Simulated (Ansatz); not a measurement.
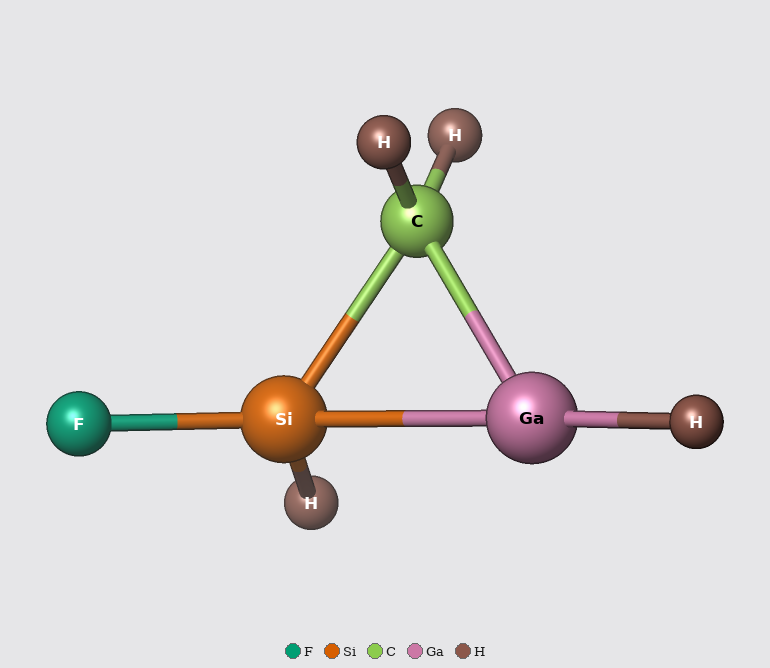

Computed geometry: PBE0-D4/def2-TZVP optimisation. Program: Ansatz 0.2.0.

At this fixed geometry, give HOMO–LUMO gap (eV) at these levels: B3LYP-D4/def2-TZVPP; B97M-V/def2-TZVPP; BLYP-D4/def2-TZVPP; PBE0-D4/def2-SVP; SPW92 (LDA)/def2-TZVPP; r2SCAN-D4/def2-TZVPP; r2SCAN0-D4/def2-TZVPP; r2SCANh-D4/def2-TZVPP; ωB97M-V/def2-SVP; ωB97M-V/def2-TZVPP.

```tsv
level	HOMO–LUMO gap (eV)
B3LYP-D4/def2-TZVPP	3.78
B97M-V/def2-TZVPP	2.69
BLYP-D4/def2-TZVPP	2.38
PBE0-D4/def2-SVP	4.19
SPW92 (LDA)/def2-TZVPP	2.30
r2SCAN-D4/def2-TZVPP	2.82
r2SCAN0-D4/def2-TZVPP	4.42
r2SCANh-D4/def2-TZVPP	3.46
ωB97M-V/def2-SVP	7.96
ωB97M-V/def2-TZVPP	7.96
```
